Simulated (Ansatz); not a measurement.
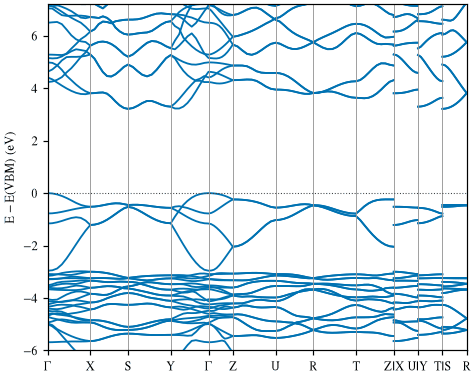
Fig. 1. Band structure from LDA in the plane-wave PAW code Ansatz

Read off the gap and where the band edges lie.

About 3.2 eV (3.21 eV by a search for the band edges); maximum at Γ, minimum at S.

The material is SnF2 in space group P2_12_12_1 (No. 19; Sn on 4a, F on 4a, F on 4a).

The workflow started from a Materials Project entry (that database holds measured and hypothetical structures alike); the Crystallography Open Database files this formula in space group No. 19, but the cells were not matched. Its standing as an ambient phase is unchecked. The cell was relaxed with LDA under the symmetry of its start; whether a distortion lowers the energy is not shown. Scalar-relativistic: spin–orbit coupling is off unless named, which matters more the heavier the elements.

Potentials: the later of the program's two PAW sets.
